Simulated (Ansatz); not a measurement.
# SrH2S2: complex band structure

Aim: relax a made-up compound, SrH2S2, and see how good a tunnel barrier it would be. It is built by putting Sr for Cd, S for O in the CdH2O2 structure of space group P-3m1, with the volume rescaled by atomic radii. The parent structure comes from the Materials Project.

Calculated with Ansatz 0.2.0; PBE DFT, plane waves, PAW files, in the first sound run; inputs show where later runs differ.

The structure was built from a prototype and need not be the compound's stable phase.

## (1) Set-up

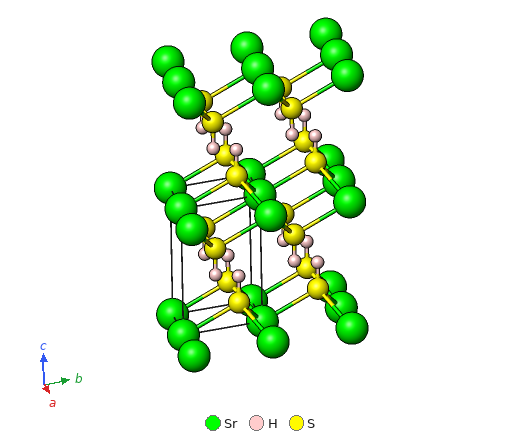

Start, viewed slightly off an axis; strontium green, hydrogen pink, sulfur yellow. 2×2×2 cells are drawn. Bonds to atoms that aren't drawn are left out. Some periodic images of atoms are drawn too.

## (2) Cell and atoms at rest

The substituted atoms don't fit the parent's cell, so cell and atoms relax together. A small smearing keeps the run stable in case the gap closes on the way.

Input file input.yaml:

```yaml
crystal:
  lattice:
    - [4.3050821882, 0.0, 0.0]
    - [-2.1525410941, 3.7283105404, 0.0]
    - [0.0, 0.0, 5.6857516178]
  atoms:
    - { symbol: Sr, position: [0.0, 0.0, 0.0] }
    - { symbol: H, position: [0.6666666667, 0.3333333333, 0.55096072] }
    - { symbol: H, position: [0.3333333333, 0.6666666667, 0.44903928] }
    - { symbol: S, position: [0.6666666667, 0.3333333333, 0.759372] }
    - { symbol: S, position: [0.3333333333, 0.6666666667, 0.240628] }
kpoints:
  mp_grid: { grid: [6, 6, 4] }
scf:
  occupations: { method: gaussian, width: 0.03 }
hamiltonian:
  xc: pbe
output:
  forces: true
  stress: true
relax:
  f_tol: 0.02
  max_steps: 60
  cell: {}
```

Launch:

```bash
$ ansatz run input.yaml --threads 2 --pin off --max-ram 4096MiB --backend cpu --events-out ev --progress --plain --runs-dir out
```

Numbers of over 12 decimals in the logs are rounded to 6 here.

The log of the run:

```text
Engine: ansatz 0.2.0, aarch64-unknown-linux-gnu
Pseudopotentials: kind: paw
Pseudopotential: Sr, paw, valence charge 10, recommended cutoff 420 eV (normal), Sr.paw.azcp
Pseudopotential: H, paw, valence charge 1, recommended cutoff 420 eV (normal), H.paw.azcp
Pseudopotential: S, paw, valence charge 6, recommended cutoff 420 eV (normal), S.paw.azcp
Functional definition: PBE
  parameter kappa = 0.804
  parameter beta = 0.066725
  exchange = pbe_x(kappa = kappa, mu = beta*pi^2/3)
  correlation = pbe_c(beta = beta)
Crystal: 5 atoms, lattice volume = 91.260 Å³
Basis set: ecut = 420 eV, 1789 PW (Γ), exchange–correlation on 60×60×80 points (8 copies of the dense FFT grid, shifted against one another)
Bands: 17, of which v1, the nominal top of the filled ones, is band 12 counted from 1 (11 counted from 0)
Symmetry: 12 space group operations
Space group: P-3m1 (ITA 164), of the structure as read, at distance tolerance 4.5e-5 Å
k-points: 24 of 144
Non-local potential: Sr, projectors of the file, l = 0: 3, l = 1: 2, l = 2: 2
Non-local potential: H, projectors of the file, l = 0: 2, l = 1: 1
Non-local potential: S, projectors of the file, l = 0: 2, l = 1: 2, l = 2: 2
PAW form: soft (Blöchl's): semilocal exchange-correlation on the pseudo side does not see the compensation charge
PAW one-centre angular grid: Sr, 110 points (default); XC on 64 Gauss nodes
PAW one-centre angular grid: H, 110 points (default); XC on 64 Gauss nodes
PAW one-centre angular grid: S, 110 points (default); XC on 64 Gauss nodes
Initial density: superposition of atomic densities (neutral atoms: chi_scale 0, normalization atom), corrected by the library's trained network
Initial wavefunctions: pseudopotential atomic-orbital guess
Functional: x = pbe(κ = 0.804, μ = 0.219515), c = pbe(β = 0.066725)
SCF iter   1: F=—  HF=-5383.395133 eV  |F-HF|=—  |Δ(HF+E_count)|=         —  Δρ=1.59e-3  dr2=3.43e-3  ethr=1.77e-3  ⟨swp⟩=8.7  Hψ=3059  notcnv=0
preconditioner: auto → Resta (q_TF=auto, 2.184 Å⁻¹)  ε∞=2.8  [insulator: Δε(μ)=3.285 eV  Ē_g=13.519 eV  σ=0.030 eV  W_gap=1.00  n_scr=20 (ndim 8)  ℏωp=18.2 eV  f_vac=0.027  D(μ)=0.00/eV (n_scr^D=0)  ε∞_Penn≈2.8]
SCF iter   2: F=—  HF=-5383.391750 eV  |F-HF|=—  |Δ(HF+E_count)|=   3.38e-3  Δρ=8.37e-4  dr2=3.51e-4  ethr=1.43e-5  ⟨swp⟩=2.2  Hψ=948  notcnv=0  defer=14
SCF iter   3: F=—  HF=-5383.391960 eV  |F-HF|=—  |Δ(HF+E_count)|=   2.09e-4  Δρ=4.19e-4  dr2=9.41e-5  ethr=1.46e-6  ⟨swp⟩=2.4  Hψ=547  notcnv=0  defer=15
SCF iter   4: F=—  HF=-5383.392228 eV  |F-HF|=—  |Δ(HF+E_count)|=   2.69e-4  Δρ=6.07e-5  dr2=5.22e-6  ethr=3.92e-7  ⟨swp⟩=2.0  Hψ=573  notcnv=0  defer=15
SCF iter   5: F=—  HF=-5383.392239 eV  |F-HF|=—  |Δ(HF+E_count)|=   1.09e-5  Δρ=2.17e-5  dr2=7.15e-7  ethr=2.17e-8  ⟨swp⟩=2.5  Hψ=627  notcnv=0  defer=15
SCF iter   6: F=-5383.392241 eV  HF=-5383.392241 eV  |F-HF|=4.01e-8  |Δ(HF+E_count)|=   1.63e-6  Δρ=4.23e-6  dr2=2.16e-8  ethr=4.17e-10  ⟨swp⟩=6.0  Hψ=1725  notcnv=0
SCF 1 converged in 6 iterations: F = -5383.392241 eV  dr2 = 2.16e-8
  greatest PAW one-centre occupation: 0.987 electrons in one spin orbital (limit 2), on the Sr atom at site 0 (counted from 0), in its partial waves of l = 0
relax step   1: F+E_penalty+E_count = -5383.39224091 eV  Δ(F+E_penalty+E_count) = +0.000e0 eV  max|allowed force component| = 6.396e0 eV/Å  Δτ_max = 0.0000 Å  P = +16.756 GPa  Ω = 91.260 Å³  (6 SCF iters, dr2 threshold 1.00e-7 eV, accepted)
Crystal: 5 atoms, lattice volume = 104.495 Å³
Basis set: ecut = 420 eV, 2041 PW (Γ), exchange–correlation on 60×60×80 points (8 copies of the dense FFT grid, shifted against one another)
Initial density: handed on by an earlier stage of this run
Initial wavefunctions: those handed on with the density
iter 1 solved again at ethr=1.16e-3 eV; its pass at ethr=3.10e-3 eV (dr2=2.79e-1 eV) is discarded
SCF iter   1: F=—  HF=-5384.565686 eV  |F-HF|=—  |Δ(HF+E_count)|=         —  Δρ=1.59e-2  dr2=2.86e-1  ethr=1.16e-3  ⟨swp⟩=1.0  Hψ=3132  notcnv=0
preconditioner: auto → Resta (q_TF=auto, 2.135 Å⁻¹)  ε∞=2.7  [insulator: Δε(μ)=3.471 eV  Ē_g=13.096 eV  σ=0.030 eV  W_gap=1.00  n_scr=22 (ndim 8)  ℏωp=17.0 eV  f_vac=0.063  D(μ)=0.00/eV (n_scr^D=0)  ε∞_Penn≈2.7]
SCF iter   2: F=—  HF=-5384.490324 eV  |F-HF|=—  |Δ(HF+E_count)|=   7.54e-2  Δρ=7.57e-3  dr2=6.47e-2  ethr=1.16e-3  ⟨swp⟩=2.9  Hψ=655  notcnv=0
SCF iter   3: F=—  HF=-5384.470739 eV  |F-HF|=—  |Δ(HF+E_count)|=   1.96e-2  Δρ=1.05e-3  dr2=2.35e-3  ethr=2.70e-4  ⟨swp⟩=3.0  Hψ=821  notcnv=0
SCF iter   4: F=—  HF=-5384.471092 eV  |F-HF|=—  |Δ(HF+E_count)|=   3.52e-4  Δρ=4.28e-4  dr2=2.32e-4  ethr=9.79e-6  ⟨swp⟩=2.0  Hψ=640  notcnv=0
SCF iter   5: F=—  HF=-5384.471533 eV  |F-HF|=—  |Δ(HF+E_count)|=   4.41e-4  Δρ=6.42e-5  dr2=5.73e-6  ethr=9.67e-7  ⟨swp⟩=2.0  Hψ=651  notcnv=0
SCF iter   6: F=—  HF=-5384.471559 eV  |F-HF|=—  |Δ(HF+E_count)|=   2.62e-5  Δρ=1.53e-5  dr2=5.43e-7  ethr=2.08e-9  ⟨swp⟩=6.8  Hψ=1750  notcnv=0
SCF iter   7: F=-5384.471560 eV  HF=-5384.471560 eV  |F-HF|=7.87e-8  |Δ(HF+E_count)|=   1.38e-6  Δρ=6.67e-6  dr2=9.35e-8  ethr=2.08e-9  ⟨swp⟩=5.4  Hψ=1496  notcnv=0
SCF 2 converged in 7 iterations: F = -5384.471560 eV  dr2 = 9.35e-8
relax step   2: F+E_penalty+E_count = -5384.47156030 eV  Δ(F+E_penalty+E_count) = -1.079e0 eV  max|allowed force component| = 2.813e0 eV/Å  Δτ_max = 0.0859 Å  P = +4.473 GPa  Ω = 104.495 Å³  energy of the carried Pulay correction = -4.704e-3 eV  (7 SCF iters, dr2 threshold 5.00e-7 eV, accepted)
Crystal: 5 atoms, lattice volume = 114.338 Å³
Basis set: ecut = 420 eV, 2211 PW (Γ), exchange–correlation on 60×60×80 points (8 copies of the dense FFT grid, shifted against one another)
iter 1 solved again at ethr=9.28e-4 eV; its pass at ethr=3.10e-3 eV (dr2=2.23e-1 eV) is discarded
SCF iter   1: F=—  HF=-5384.744079 eV  |F-HF|=—  |Δ(HF+E_count)|=         —  Δρ=2.01e-2  dr2=2.22e-1  ethr=9.28e-4  ⟨swp⟩=1.0  Hψ=3469  notcnv=0
preconditioner: auto → Resta (q_TF=auto, 2.103 Å⁻¹)  ε∞=2.6  [insulator: Δε(μ)=3.728 eV  Ē_g=12.920 eV  σ=0.030 eV  W_gap=1.00  n_scr=22 (ndim 8)  ℏωp=16.3 eV  f_vac=0.112  D(μ)=0.00/eV (n_scr^D=0)  ε∞_Penn≈2.6]
SCF iter   2: F=—  HF=-5384.724106 eV  |F-HF|=—  |Δ(HF+E_count)|=   2.00e-2  Δρ=9.43e-3  dr2=4.24e-2  ethr=9.26e-4  ⟨swp⟩=2.0  Hψ=575  notcnv=0
SCF iter   3: F=—  HF=-5384.728525 eV  |F-HF|=—  |Δ(HF+E_count)|=   4.42e-3  Δρ=1.90e-3  dr2=2.37e-3  ethr=1.77e-4  ⟨swp⟩=2.0  Hψ=528  notcnv=0
SCF iter   4: F=—  HF=-5384.729624 eV  |F-HF|=—  |Δ(HF+E_count)|=   1.10e-3  Δρ=2.98e-4  dr2=1.56e-4  ethr=9.89e-6  ⟨swp⟩=2.0  Hψ=649  notcnv=0
SCF iter   5: F=—  HF=-5384.730009 eV  |F-HF|=—  |Δ(HF+E_count)|=   3.85e-4  Δρ=8.77e-5  dr2=1.15e-5  ethr=6.51e-7  ⟨swp⟩=2.0  Hψ=600  notcnv=0
SCF iter   6: F=-5384.730021 eV  HF=-5384.730020 eV  |F-HF|=7.61e-7  |Δ(HF+E_count)|=   1.05e-5  Δρ=2.23e-5  dr2=4.35e-7  ethr=2.08e-9  ⟨swp⟩=4.0  Hψ=1959  notcnv=0
SCF 3 converged in 6 iterations: F = -5384.730021 eV  dr2 = 4.35e-7
relax step   3: F+E_penalty+E_count = -5384.73002069 eV  Δ(F+E_penalty+E_count) = -2.585e-1 eV  max|allowed force component| = 4.959e-1 eV/Å  Δτ_max = 0.1905 Å  P = +1.307 GPa  Ω = 114.338 Å³  energy of the carried Pulay correction = -7.814e-3 eV  (6 SCF iters, dr2 threshold 5.00e-7 eV, accepted)
[... from here on, the SCF cycles and remarks between the steps are left out ...]
relax step   4: F+E_penalty+E_count = -5384.75061892 eV  Δ(F+E_penalty+E_count) = -2.060e-2 eV  max|allowed force component| = 6.477e-2 eV/Å  Δτ_max = 0.0385 Å  P = +0.169 GPa  Ω = 115.513 Å³  energy of the carried Pulay correction = -8.165e-3 eV  (5 SCF iters, dr2 threshold 5.00e-7 eV, accepted)
relax step   5: F+E_penalty+E_count = -5384.75216641 eV  Δ(F+E_penalty+E_count) = -1.547e-3 eV  max|allowed force component| = 5.711e-3 eV/Å  Δτ_max = 0.0119 Å  P = +0.002 GPa  Ω = 116.377 Å³  energy of the carried Pulay correction = -8.422e-3 eV  (5 SCF iters, dr2 threshold 5.00e-7 eV, accepted)
relax step   6: F+E_penalty+E_count = -5384.75314753 eV  Δ(F+E_penalty+E_count) = -9.811e-4 eV  max|allowed force component| = 2.717e-2 eV/Å  Δτ_max = 0.0281 Å  P = -0.050 GPa  Ω = 117.641 Å³  energy of the carried Pulay correction = -8.793e-3 eV  (6 SCF iters, dr2 threshold 5.43e-8 eV, accepted)
relax step   7: F+E_penalty+E_count = -5384.75319630 eV  Δ(F+E_penalty+E_count) = -4.878e-5 eV  max|allowed force component| = 7.766e-3 eV/Å  Δτ_max = 0.0156 Å  P = -0.011 GPa  Ω = 118.207 Å³  energy of the carried Pulay correction = -8.957e-3 eV  (6 SCF iters, dr2 threshold 4.61e-8 eV, accepted)
relax step   8: F+E_penalty+E_count = -5384.76711786 eV  Δ(F+E_penalty+E_count) = -1.392e-2 eV  max|allowed force component| = 1.685e-2 eV/Å  Δτ_max = 0.0000 Å  P = +0.066 GPa  Ω = 118.207 Å³  stress off target by 9.36e-2 GPa  SCF on the basis re-selected at this cell (its energy is not comparable with the rows above)  (6 SCF iters)
relax step   9: F+E_penalty+E_count = -5384.76728003 eV  Δ(F+E_penalty+E_count) = -1.622e-4 eV  max|allowed force component| = 4.610e-3 eV/Å  Δτ_max = 0.0193 Å  P = +0.048 GPa  Ω = 119.211 Å³  energy of the carried Pulay correction = -2.025e-4 eV  (6 SCF iters, dr2 threshold 2.19e-8 eV, accepted)
relax step  10: F+E_penalty+E_count = -5384.76723184 eV  Δ(F+E_penalty+E_count) = +4.820e-5 eV  max|allowed force component| = 1.775e-3 eV/Å  Δτ_max = 0.0077 Å  P = +0.012 GPa  Ω = 119.736 Å³  energy of the carried Pulay correction = -3.139e-4 eV  (6 SCF iters, dr2 threshold 8.31e-9 eV, accepted)
iter 1 solved again at ethr=1.17e-6 eV; its pass at ethr=3.10e-3 eV (dr2=2.80e-4 eV) is discarded
SCF iter   1: F=—  HF=-5384.767247 eV  |F-HF|=—  |Δ(HF+E_count)|=         —  Δρ=6.33e-5  dr2=1.58e-7  ethr=1.17e-6  ⟨swp⟩=3.5  Hψ=4240  notcnv=0
eigensolver tolerance schedule: the retry pair's looser diagonalisation over-reported the residual by 1774.85 of it (diagonalisation noise at 2.01 of the residual, at the tolerance the schedule requests for it); recorded, not acted on — ethr = c·dr2/N_el stays at c = 1.0e-1
preconditioner: auto → Resta (q_TF=auto, 2.087 Å⁻¹)  ε∞=2.5  [insulator: Δε(μ)=3.600 eV  Ē_g=12.829 eV  σ=0.030 eV  W_gap=1.00  n_scr=22 (ndim 8)  ℏωp=15.9 eV  f_vac=0.085  D(μ)=0.00/eV (n_scr^D=0)  ε∞_Penn≈2.5]
SCF iter   2: F=—  HF=-5384.767461 eV  |F-HF|=—  |Δ(HF+E_count)|=   2.14e-4  Δρ=3.18e-5  dr2=3.67e-8  ethr=6.57e-10  ⟨swp⟩=3.8  Hψ=924  notcnv=0
SCF iter   3: F=—  HF=-5384.767545 eV  |F-HF|=—  |Δ(HF+E_count)|=   8.38e-5  Δρ=5.05e-6  dr2=2.93e-9  ethr=1.53e-10  ⟨swp⟩=2.0  Hψ=600  notcnv=0
SCF iter   4: F=—  HF=-5384.767547 eV  |F-HF|=—  |Δ(HF+E_count)|=   2.03e-6  Δρ=4.10e-7  dr2=1.82e-10  ethr=1.22e-11  ⟨swp⟩=2.0  Hψ=591  notcnv=0
SCF iter   5: F=-5384.767547 eV  HF=-5384.767547 eV  |F-HF|=8.64e-11  |Δ(HF+E_count)|=  4.23e-10  Δρ=1.50e-7  dr2=2.83e-11  ethr=1.00e-12  ⟨swp⟩=5.8  Hψ=1558  notcnv=0
SCF 11 converged in 5 iterations: F = -5384.767547 eV  dr2 = 2.83e-11
relax step  11: F+E_penalty+E_count = -5384.76754709 eV  Δ(F+E_penalty+E_count) = -3.153e-4 eV  max|allowed force component| = 1.648e-3 eV/Å  Δτ_max = 0.0000 Å  P = +0.013 GPa  Ω = 119.736 Å³  stress off target by 1.29e-2 GPa  SCF on the basis re-selected at this cell (its energy is not comparable with the rows above)  (5 SCF iters)
basis re-selected at this cell: Δ(F+E_penalty+E_count) = -3.153e-4 eV, ΔP = +0.001 GPa vs the last step (what re-selecting the basis moved, of the pressure what is left beyond the Pulay correction that the steps carried, after the strain that the cell walked since its last selection, with what the two solves' SCF thresholds leave and, on support functions, any second-order correction that the steps lacked; it is no m [...]
SCF converged after 5 iterations
Free energy (F): -5384.767547 eV
Harris-Foulkes:  -5384.767547 eV  (|F-HF|=8.64e-11)
Internal energy: -5384.767547 eV  (E = F + TS)
E sigma→0 (E₀):  -5384.767547 eV
Fermi energy:    3.442850 eV
--- Per-component energies (eV) ---
  E_band       = -189.443255
  E_kinetic    = 485.257380
  E_local      = -1278.435922  (includes V_loc(G=0)·N_el)
  E_nonlocal   = 261.840005
  E_hartree    = 376.893085
  E_xc         = -385.562330
  E_vxc        = -359.929600  (∫ρ·V_xc dr)
  E_paw        = -3896.435272  (= ΣΔE_a)
  E_vpaw       = -51.959028  (= ΣTr[D̂ρ^β])
  E_aug_tail   = -0.002304  (compensation charges beyond the density's cutoff)
  E_ewald      = -948.322189
  E_smearing   = -0.000000  (= −TS)
  E_closure    = 0.000000  (closes the sum)
  Σ components = -5384.767547   (vs F -5384.767547, Δ=0.00e0)
--- Forces (eV/Å), atoms counted from 1 ---
  atom   1  Sr     0.00000000    -0.00000000     0.00000000
  atom   2  H      0.00000000    -0.00000000    -0.00164797
  atom   3  H      0.00000000     0.00000000     0.00164797
  atom   4  S     -0.00000000     0.00000000     0.00045998
  atom   5  S     -0.00000000    -0.00000000    -0.00045998
  max |Σ_I F_I| component: 9.22e-18 eV/Å
--- Stress (GPa, compression-positive) ---
        0.012413       0.000000       0.000000
        0.000000       0.012413      -0.000000
        0.000000      -0.000000       0.012893
  P = ⅓ Tr σ = 0.0126 GPa (0.126 kbar)
--- Relaxed structure (9 steps of the walk, 9 accepted, 2 SCFs on fresh bases) ---
  F+E_penalty+E_count = -5384.76754709 eV   max|allowed force component| = 1.648e-3 eV/Å   (the final SCF, on the basis selected at the relaxed cell)
  cell:  # Å, volume = 119.7363 Å³
    - [4.688092, 0.0, 0.0]
    - [-2.344046, 4.060007, 0]
    - [0.0, 0, 6.290757]
  atoms:
    - { symbol: Sr, position: [0, 0, 1.8306006937193936e-19] }
    - { symbol: H, position: [0.666667, 0.333333, 0.569085] }
    - { symbol: H, position: [0.333333, 0.666667, 0.430915] }
    - { symbol: S, position: [0.666667, 0.333333, 0.783966] }
    - { symbol: S, position: [0.333333, 0.666667, 0.216034] }
```

Elapsed: 12 s, on 2 threads of Arm Neoverse V2, shared host; peak memory 0.38 GiB; 22 s of CPU time.

The steps of the relaxation:

| step | energy less that of the first step (eV) | largest force component (eV/Å) | pressure (GPa) | volume (Å³) |
| --- | --- | --- | --- | --- |
| 1 | 0.0000 | 6.3963 | 16.76 | 91.26 |
| 2 | -1.0793 | 2.8128 | 4.47 | 104.49 |
| 3 | -1.3378 | 0.4959 | 1.31 | 114.34 |
| 4 | -1.3584 | 0.0648 | 0.17 | 115.51 |
| 5 | -1.3599 | 0.0057 | 0.00 | 116.38 |
| 6 | -1.3609 | 0.0272 | -0.05 | 117.64 |
| 7 | -1.3610 | 0.0078 | -0.01 | 118.21 |
| 8* | -1.3749 | 0.0168 | 0.07 | 118.21 |
| 9 | -1.3750 | 0.0046 | 0.05 | 119.21 |
| 10 | -1.3750 | 0.0018 | 0.01 | 119.74 |
| 11* | -1.3753 | 0.0016 | 0.01 | 119.74 |

Relaxation steps marked * repeat the geometry before them on a plane-wave basis chosen anew for their cell, so energy and pressure can jump there.

The run keeps the 12 symmetry operations that it works with, so distortions that break them were not tested.

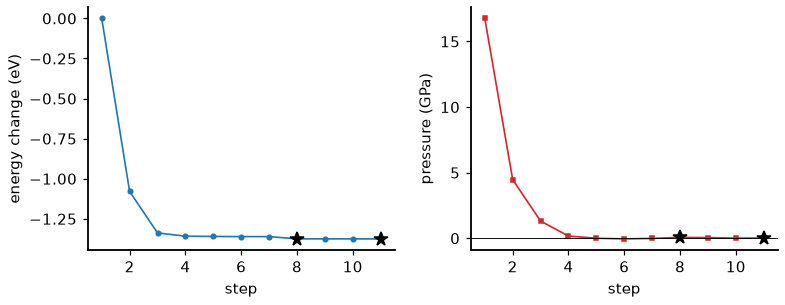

Energy and pressure along the relaxation. Stars mark steps on a basis chosen anew.

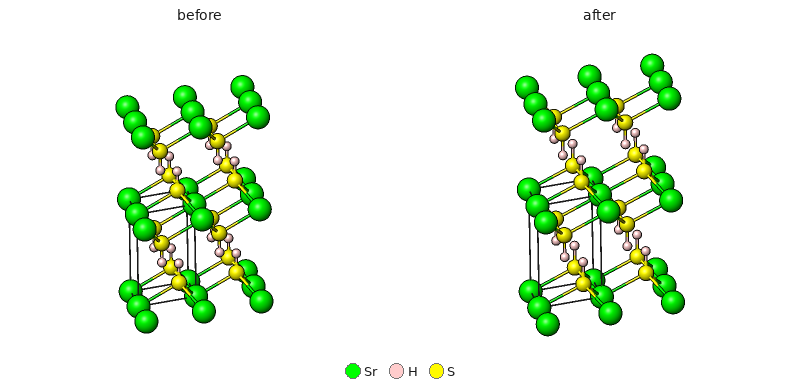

The structure before and after the relaxation, drawn at the same scale. Bonds to atoms that aren't drawn are left out.

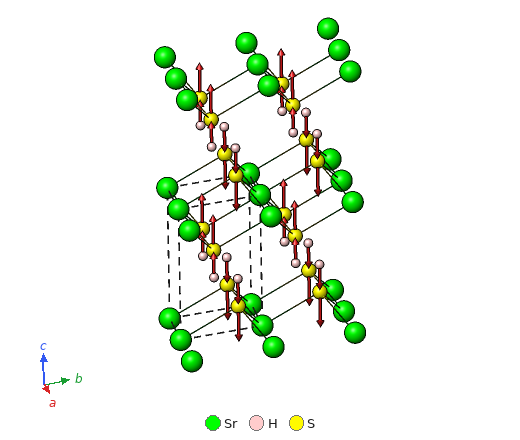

Displacements in the relaxation, exaggerated, measured against the changing cell; the longest in the cell stands for 0.15 Å. Bonds to atoms that aren't drawn are left out. 2×2×2 cells are drawn. Some periodic images of atoms are drawn too.

| conventional cell, symmetrised | before | after | change |
| --- | --- | --- | --- |
| a (Å) | 4.305 | 4.688 | +8.9 % |
| b (Å) | 4.305 | 4.688 | +8.9 % |
| c (Å) | 5.686 | 6.291 | +10.6 % |
| volume (Å³/atom) | 18.25 | 23.95 | +31.2 % |

The atoms that moved most (Å, as changes of fractional coordinates times the final cell):

| atom | dx | dy | dz | length |
| --- | --- | --- | --- | --- |
| S4 | 0.000 | 0.000 | 0.155 | 0.155 |
| S5 | 0.000 | 0.000 | -0.155 | 0.155 |
| H3 | 0.000 | 0.000 | -0.114 | 0.114 |
| H2 | 0.000 | 0.000 | 0.114 | 0.114 |

Final coordinates:

```xyz
5
Lattice="4.6881 0.0000 0.0000 -2.3440 4.0600 0.0000 0.0000 0.0000 6.2908" Properties=species:S:1:pos:R:3 pbc="T T T"
Sr    0.0000    0.0000    0.0000
H     2.3440    1.3533    3.5800
H     0.0000    2.7067    2.7108
S     2.3440    1.3533    4.9317
S     0.0000    2.7067    1.3590
```

Numbers from this step:

```
free energy  : -5384.7675 eV
Fermi energy : 3.443 eV
pressure     : 0.01257 GPa
```

The largest force component on a free atom ends at 0.0016 eV/Å.

(Continued in part 2 of 3.)

[Logs are printed without paths, hosts, clocks, repeated set-up lines and the standing remarks that a program may print on its own settings, such as how far it seeks lower states.]

[Hosts, paths, dates, database ids (printed as entryN), source tags and the programs' standing remarks are cut or masked in the printed files.]
